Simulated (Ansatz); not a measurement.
# C₂H₆AlBClN: one species, many methods, part 2 of 2

Ansatz 0.2.0, Gaussian basis; functionals in def2-TZVPP, the program's frozen cores in correlated methods.

**7. ωB97M-V (range-separated)**

Contents of in.yaml:

```yaml
crystal:
  periodic: [false, false, false]
  atoms:
    - {symbol: C, position_ang: [0.698888, -1.350887, 1.496169]}
    - {symbol: B, position_ang: [0.106470, -0.207582, 0.653810]}
    - {symbol: Cl, position_ang: [-0.685969, 1.215157, 1.467693]}
    - {symbol: C, position_ang: [0.015917, 0.032425, -0.893649]}
    - {symbol: N, position_ang: [0.540600, -0.874773, -1.634526]}
    - {symbol: Al, position_ang: [-0.947720, 1.786911, -1.065986]}
    - {symbol: H, position_ang: [1.154935, -2.104918, 0.853252]}
    - {symbol: H, position_ang: [-0.080601, -1.822657, 2.104867]}
    - {symbol: H, position_ang: [1.446236, -0.973708, 2.202058]}
    - {symbol: H, position_ang: [0.447324, -0.654066, -2.630760]}
    - {symbol: H, position_ang: [-2.521362, 1.780857, -1.283094]}
    - {symbol: H, position_ang: [-0.097722, 3.118142, -1.235833]}
basis:
  gaussian: {orbitals: def2-TZVPP}
hamiltonian: {xc: {name: wB97M-V}}
output: {forces: true, orbitals: {seedname: orbitals}}
```

Started as:

```sh
ansatz run in.yaml --threads 4 --pin off --events-out ev --progress --plain --max-ram 10444MiB
```

Log (excerpt; [...] marks lines left out):

```text
Functional definition: wB97M-V
  name "wB97M-V"
  cite "Mardirossian & Head-Gordon, J. Chem. Phys. 144, 214110 (2016) doi:10.1063/1.4952647"
  cite "Becke, J. Chem. Phys. 107, 8554 (1997) doi:10.1063/1.475007"
  cite "Vydrov & Van Voorhis, J. Chem. Phys. 133, 244103 (2010) doi:10.1063/1.3521275"
  # Of w^i u^j: cxij and so on, Table III.
[...]
  gx(w, u) = 1 - cx + cx01*u + cx10*w
  gss(w, u) = css00 + css04*u^4 + css10*w + css20*w^2 + css43*w^4*u^3
  gos(w, u) = cos00 + cos10*w + (cos20 + cos21*u)*w^2 + (cos60 + cos61*u)*w^6
[...]
      + integral(e_c_pw_mod_opposite_spin*gos(b97_w_opposite, b97_u_opposite)) + vv10(b, c)
1620 factors; their error is unknown
383 factors; integrals over basis functions are off by at most 1.1e-5 eV
[...]
Atom 2 at    -0.685969     1.215157     1.467693 Å, force    -0.045081     0.078456     0.111888 eV/Å
Atom 3 at     0.015917     0.032425    -0.893649 Å, force    -0.046073     0.084837    -0.051482 eV/Å
Atom 4 at     0.540600    -0.874773    -1.634526 Å, force     0.023719    -0.036345    -0.050342 eV/Å
Atom 5 at    -0.947720     1.786911    -1.065986 Å, force    -0.069569     0.132869    -0.108492 eV/Å
Atom 6 at     1.154935    -2.104918     0.853252 Å, force    -0.033840     0.056361     0.051580 eV/Å
Atom 7 at    -0.080601    -1.822657     2.104867 Å, force     0.046467     0.038506    -0.048146 eV/Å
Atom 8 at     1.446236    -0.973708     2.202058 Å, force    -0.050703    -0.015715    -0.053670 eV/Å
Atom 9 at     0.447324    -0.654066    -2.630760 Å, force    -0.005549     0.002932     0.078011 eV/Å
Atom 10 at    -2.521362     1.780857    -1.283094 Å, force     0.166093    -0.004029     0.025987 eV/Å
Atom 11 at    -0.097722     3.118142    -1.235833 Å, force    -0.086375    -0.142810     0.021146 eV/Å
Dipole moment:     0.071616    -0.147163     0.220420 e Å
```

Wall time 14 s (4 threads of Arm Neoverse V2, shared host); peak memory 1.3 GiB.

Atomisation energy: 45.202 eV (free atoms -23411.922 eV, run apart). HOMO -8.72 eV, LUMO -0.46 eV.

**8. B2PLYP (double hybrid)**

in.yaml: that of step 7 with these lines changed.

```diff
@@ -17,3 +17,2 @@
   gaussian: {orbitals: def2-TZVPP}
-hamiltonian: {xc: {name: wB97M-V}}
-output: {forces: true, orbitals: {seedname: orbitals}}
+hamiltonian: {xc: {name: B2PLYP}}
```

The command is unchanged.

Log (excerpt; [...] marks lines left out):

```text
Functional definition: B2PLYP
  name "B2PLYP"
  cite "Grimme, J. Chem. Phys. 124, 034108 (2006) doi:10.1063/1.2148954"
  cite "Becke, Phys. Rev. A 38, 3098 (1988) doi:10.1103/PhysRevA.38.3098"
  cite "Lee, Yang & Parr, Phys. Rev. B 37, 785 (1988) doi:10.1103/PhysRevB.37.785"
[...]
1731 factors; integrals over basis functions are off by at most 1.6e-3 eV
[...]
mean field -23441.42735091 eV, -861.4565659758 hartree, gradient 8.5e-6 eV, S^2 0.000000; 0 other end points of the search recorded, 0 dependent functions left out
14 core orbitals not correlated: weight in the atoms' cores, before any rotation towards them, 1.000 or more for the frozen orbitals, at most 0.000 for the correlated occupied ones
reference -23441.42755676 eV, -861.4565735407 hartree; 16, 16 occupied and 262, 262 virtual orbitals, 1731 factors
second order -29.94406583 eV of doubles, -0.00000000 eV of singles
Total energy: -23449.51245453 eV, -861.7536880537 hartree
```

Wall time 8 s (4 threads of Arm Neoverse V2, shared host); peak memory 0.9 GiB.

Atomisation energy: 44.435 eV (free atoms -23405.077 eV, run apart).

**9. Frontier levels by functional**

Dipoles come from the runs that computed forces. Levels are read from the orbital files that the runs wrote:

```
functional  HOMO (eV)  LUMO (eV)  gap (eV)  dipole (D)
    PBE-D4      -5.16      -3.56      1.60        1.42
 r2SCAN-D4      -5.38      -3.39      2.00        1.43
   PBE0-D4      -6.48      -2.60      3.88            
  B3LYP-D4      -6.28      -2.78      3.51        1.31
   ωB97X-V      -8.85      -0.35      8.50            
   ωB97M-V      -8.72      -0.46      8.26        1.32
```

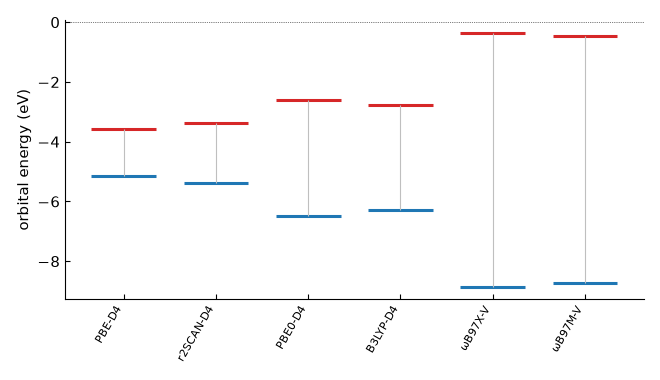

Highest occupied (blue) and lowest empty (red) level by functional.

**10. CCSD(T) in def2-TZVPP**

in.yaml: that of step 8 with these lines changed.

```diff
@@ -17,2 +17,2 @@
   gaussian: {orbitals: def2-TZVPP}
-hamiltonian: {xc: {name: B2PLYP}}
+correlation: {method: ccsd_t}
```

Launched as before.

Log (excerpt; [...] marks lines left out):

```text
Functional definition: HF
  name "HF"
  cite "Fock, Z. Phys. 61, 126 (1930) doi:10.1007/BF01340294"
  parent pbe
[...]
1731 factors; integrals over basis functions are off by at most 1.6e-3 eV
[...]
mean field -23398.26951947 eV, -859.8705449238 hartree, gradient 2.5e-6 eV, S^2 0.000000; 0 other end points of the search recorded, 0 dependent functions left out; unrestricted orbitals would lower it
14 core orbitals not correlated: weight in the atoms' cores, before any rotation towards them, 1.000 or more for the frozen orbitals, at most 0.000 for the correlated occupied ones
reference -23398.26951947 eV, -859.8705449238 hartree; 16, 16 occupied and 262, 262 virtual orbitals, 1731 factors
second order -24.43046233 eV of doubles, -0.00000000 eV of singles
cycle   1  -25.16429557 eV  change   -7.3e-1 eV  update   1.1e-1
[...]
cycle   9  -25.96609970 eV  change   -1.6e-5 eV  update   3.5e-5
perturbative correction -1.18058961 eV, -0.0433858681 hartree
Total energy: -23425.41620878 eV, -860.8681673553 hartree
```

Run time: 3.8 min. Hardware: 4 threads of Arm Neoverse V2, shared host; peak memory 9 GiB.

**11. MP2 in def2-QZVPP**

in.yaml: that of step 10 with these lines changed.

```diff
@@ -16,3 +16,3 @@
 basis:
-  gaussian: {orbitals: def2-TZVPP}
-correlation: {method: ccsd_t}
+  gaussian: {orbitals: "def2-QZVPP.json"}
+correlation: {method: mp2}
```

The command is unchanged.

Log:

```text
Functional definition: HF
  name "HF"
  cite "Fock, Z. Phys. 61, 126 (1930) doi:10.1007/BF01340294"
  parent pbe
  exchange = exact_x
  correlation = 0
3253 factors; integrals over basis functions are off by at most 9.4e-4 eV
mean field evaluation 1: about -23394.3325 eV, gradient 4.0e1 eV
mean field evaluation 2: about -23394.5115 eV, gradient 4.0e1 eV
mean field evaluation 4: about -23398.8897 eV, gradient 5.4e0 eV
mean field evaluation 8: about -23398.9957 eV, gradient 4.4e-1 eV
mean field evaluation 16: about -23398.9975 eV, gradient 1.4e-6 eV
mean field -23398.99746645 eV, -859.8972964817 hartree, gradient 1.4e-6 eV, S^2 0.000000; 0 other end points of the search recorded, 0 dependent functions left out; unrestricted orbitals would lower it
14 core orbitals not correlated: weight in the atoms' cores, before any rotation towards them, 1.000 or more for the frozen orbitals, at most 0.000 for the correlated occupied ones
reference -23398.99746645 eV, -859.8972964817 hartree; 16, 16 occupied and 518, 518 virtual orbitals, 3253 factors
second order -26.23981842 eV of doubles, -0.00000000 eV of singles
Total energy: -23425.23728487 eV, -860.8615920228 hartree
```

Run time: 30 s. Hardware: 4 threads of Arm Neoverse V2, shared host; peak memory 4.1 GiB.

Energy pieces by basis (eV):

```
     basis           HF  MP2 correlation  CCSD correlation      (T)              total
def2-TZVPP  -23398.2695         -24.4305          -25.9661  -1.1806        -23425.4162
def2-QZVPP  -23398.9975         -26.2398                             -23425.2373 (MP2)
```

The report of the def2-TZVPP run gives T1 = 0.0123.

**12. From triple and quadruple zeta to the limit**

No new run: Hartree-Fock is extrapolated as exp(−7.88√X) and correlation as X^−2.97, with X = 3 and 4; only MP2 was run in the larger set, so CCSD(T) minus MP2 is added from the smaller one.

```
  level  energy at the limit (eV)
     HF               -23399.0977
    MP2               -23426.6778
   CCSD               -23428.2135
CCSD(T)               -23429.3940
```

**13. The ladder**

Atomisation energy = energies of 2 C, 1 B, 1 Cl, 1 N, 1 Al, 6 H (separate runs, same level) minus the molecule's; electronic only, no spin-orbit term.

Differences are taken before rounding.

```
            method             rung  atomisation energy (eV)  from CCSD(T)/CBS (eV)     time
            PBE-D4              GGA                   46.065                 +1.282      3 s
         r2SCAN-D4         meta-GGA                   45.187                 +0.405      6 s
           PBE0-D4           hybrid                   45.219                 +0.437    3.8 s
          B3LYP-D4           hybrid                   45.000                 +0.218      6 s
           ωB97X-V  range-separated                   45.104                 +0.322    9.5 s
           ωB97M-V  range-separated                   45.202                 +0.419     14 s
            B2PLYP    double hybrid                   44.435                 -0.347      8 s
     HF/def2-TZVPP     wavefunction                   32.665                -12.118         
    MP2/def2-TZVPP     wavefunction                   44.452                 -0.330         
   CCSD/def2-TZVPP     wavefunction                   42.820                 -1.962         
CCSD(T)/def2-TZVPP     wavefunction                   43.605                 -1.177  3.8 min
           MP2/CBS     wavefunction                   45.629                 +0.847         
       CCSD(T)/CBS     wavefunction                   44.782                      0  4.3 min
```

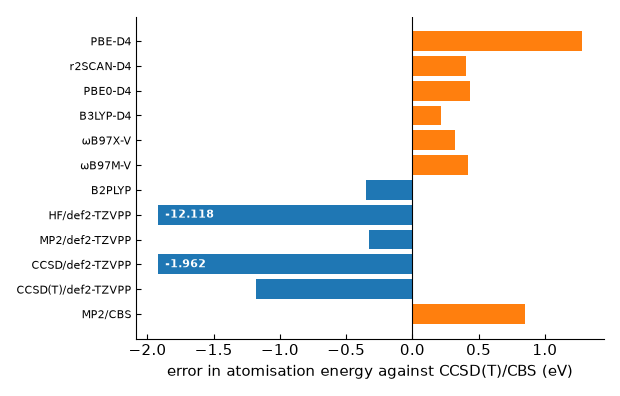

How far each level lands from CCSD(T)/CBS. Bars with a number in them are cut short.

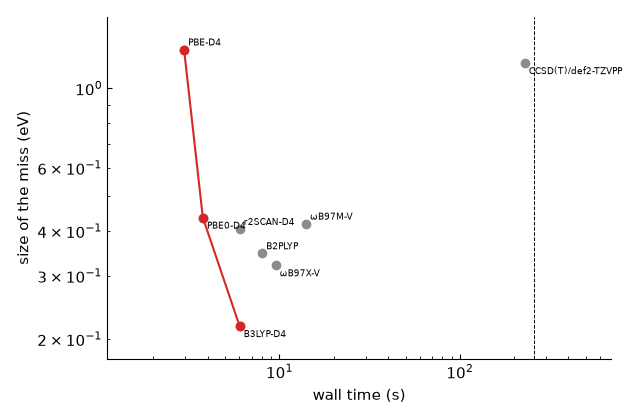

Accuracy for the time spent; red marks the levels that beat every quicker one drawn (of those quicker than the yardstick), and the dashed line is the time of CCSD(T)/CBS. Times are from a shared host.

B2PLYP carry no dispersion term (for B3LYP, D4 adds 0.499 eV).

Times are those of the molecule's run; HF, MP2 and CCSD come out of the CCSD(T) runs, and the limit's time is the sum of the runs that it needs.

**14. What came out**

What follows sums up all 2 parts.

```
                               quantity                                value
        atomisation energy, CCSD(T)/CBS                            44.782 eV
    functionals within 0.224 eV (0.5 %)                             B3LYP-D4
                               farthest                   PBE-D4 (+1.282 eV)
             mean size of error, hybrid                             0.327 eV
    mean size of error, range-separated                             0.370 eV
              gap, smallest and largest  1.60 eV (PBE-D4), 8.50 eV (ωB97X-V)
                          T1 diagnostic                               0.0123
triples share of the correlation energy                                4.3 %
```

**Reading.** PBE-D4 misses by +1.282 eV. Double hybrids carry the basis error of their MP2 part in triple zeta, and no dispersion term here, so their miss is partly the set-up's. Misses under about 0.224 eV are within the doubt on the reference itself, which lacks core-valence correlation, relativity and higher excitations. Hartree-Fock recovers 73 % of the binding; the rest is correlation. Orbital gaps span 1.6 to 8.5 eV; exact exchange widens them. The restricted reference is unstable towards a spin-broken one.

B3LYP-D4 reaches 0.218 eV from the reference in 6 s, where CCSD(T)/CBS took 4.3 min; the quickest level in the cost chart, PBE-D4, takes 3 s and misses by 1.282 eV.
